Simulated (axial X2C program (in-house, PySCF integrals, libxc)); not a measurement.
**Run report: NbSe⁻, relativistic diatomic calculation**

- system: NbSe⁻, single determinant with Ω = 1.
- method: HF, two-component X2C with atomic mean-field Coulomb and Gaunt terms, Nb dyall-acv3z, Se dyall-acv3z (cores contracted) (axial X2C program (in-house, PySCF integrals, libxc))

### Log
```
two-component X2C + atomic mean field  HF
basis functions 281  fitting functions 1409  grid points 5803
iter        total energy     max residual
   1      -6243.173583573     2.98e-01
   2      -6243.210009061     8.50e-03
   3      -6243.212997547     7.33e-03
   4      -6243.215899896     1.71e-03
   5      -6243.216506648     1.21e-03
   6      -6243.216764157     6.47e-04
   7      -6243.216855889     4.25e-04
   8      -6243.216886668     2.79e-04
   9      -6243.216901866     2.00e-04
  10      -6243.216907950     1.51e-04
  11      -6243.216910352     1.08e-04
  12      -6243.216912865     5.03e-05
  13      -6243.216913638     1.59e-05
  14      -6243.216913775     7.26e-06
  15      -6243.216913806     5.34e-06
  16      -6243.216913817     4.48e-06
  17      -6243.216913825     3.52e-06
  18      -6243.216913830     2.67e-06
  19      -6243.216913833     2.15e-06
  20      -6243.216913836     1.27e-06
  21      -6243.216913838     6.97e-07
converged
one-electron -9284.27499752  Coulomb 2935.54637442  exact exchange -204.82065304  xc functional 0.00000000  nuclear repulsion 312.97116335  atomic mean-field constant -2.63880106
correlated 12  virtual 358  natural virtual 90  E(MP2) -0.259758949  MP2 remainder -0.014618902
iter   CCSD correlation   residual
   1     -0.248906742   1.64e-01
   2     -0.256826739   8.75e-02
   3     -0.261102285   4.52e-02
   4     -0.261973465   2.39e-02
   5     -0.262414559   1.25e-02
   6     -0.262492228   6.38e-03
   7     -0.262507766   3.28e-03
   8     -0.262527566   1.76e-03
   9     -0.262496561   9.13e-04
  10     -0.262506454   4.32e-04
  11     -0.262498347   2.34e-04
  12     -0.262500608   1.38e-04
  13     -0.262500296   7.61e-05
  14     -0.262500247   4.08e-05
  15     -0.262500432   1.95e-05
  16     -0.262500372   9.72e-06
  17     -0.262500334   6.23e-06
  18     -0.262500288   4.38e-06
  19     -0.262500192   2.64e-06
  20     -0.262500199   1.48e-06
(T) -0.017491308685813185  T1 0.0554  D1 0.1042  max T2 0.082
```

### The points of the curve

| R (Å) | E (hartree) | dipole (D; origin at the first atom, positive when the second is positive) | highest filled (eV) | lowest empty (eV) |
| --- | --- | --- | --- | --- |
| 2.216 | −6243.204370 | −6.26 | −1.59 | 1.97 |
| 2.286 | −6243.212727 | −7.09 | −1.78 | 1.96 |
| 2.357 | −6243.216914 | −7.90 | −1.93 | 1.95 |
| 2.439 | −6243.217747 | −8.79 | −2.06 | 1.94 |
| 2.522 | −6243.215290 | −9.66 | −2.13 | 1.93 |

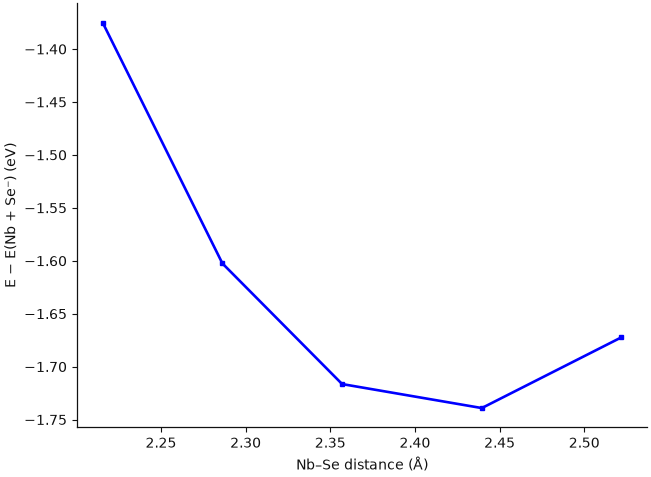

**Figure 1.** Energy at 5 bond lengths, for one set of occupations held fixed; the line joins the points. A polynomial of degree 3 through 5 points gives rₑ = 2.416 Å, ωₑ = 300.2 cm⁻¹ and Bₑ = 0.06723 cm⁻¹. The minimum lies 1.74 eV below Nb + Se⁻, each computed as one determinant at the same level.

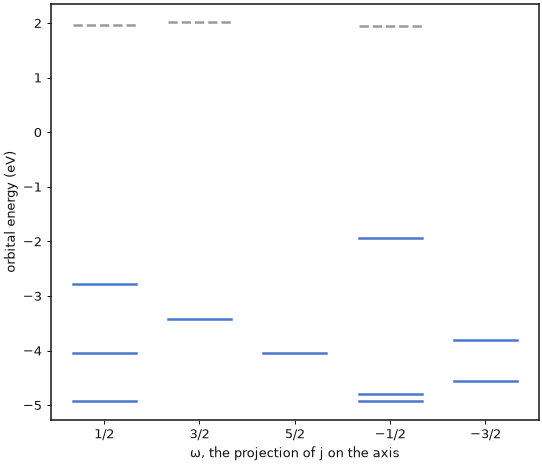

**Figure 2.** Orbital energies near the frontier at 2.36 Å, filled (solid) and empty (dashed). The highest filled spinor (−1/2; 41 % Se p, 35 % Nb p) lies at −1.93 eV, the lowest empty one (−1/2; 92 % Nb p, 8 % Nb s) at 1.95 eV.

### The input
```
{"zs": [41, 34], "q": -1, "bas": ["dyall-acv3z", "dyall-acv3z"], "levels": ["PBE0", "HF", "PW91"], "cc": true, "r0": 2.32, "thr": -1.0, "nmax": 90, "npts": 10, "nst": 2, "ntry": 6}
```

The line is the task of a batch: nuclear charges, charge, bases, the levels to run, a first guess of the distance and further settings. This report covers HF with spin-orbit coupling. The log is that of the reference distance 2.357 Å.

Launched within a batch (the task file carries these settings):
```bash
python <driver script> task.json out
```

### Summary

| quantity | value |
| --- | --- |
| outcome | converged |
| bond length rₑ | 2.416 Å |
| ωₑ | 300.2 cm⁻¹ |
| energy at the minimum | −6243.21789 hartree |
| depth below the fragments | 1.74 eV |
| hardware | 1 thread of Arm Neoverse V2, 24 GiB of memory available, shared host |
| wall time | 12 s |

### Notes

Hartree–Fock lacks correlation, so it usually binds too weakly. Caveats: 5 of the 10 points asked for were kept.
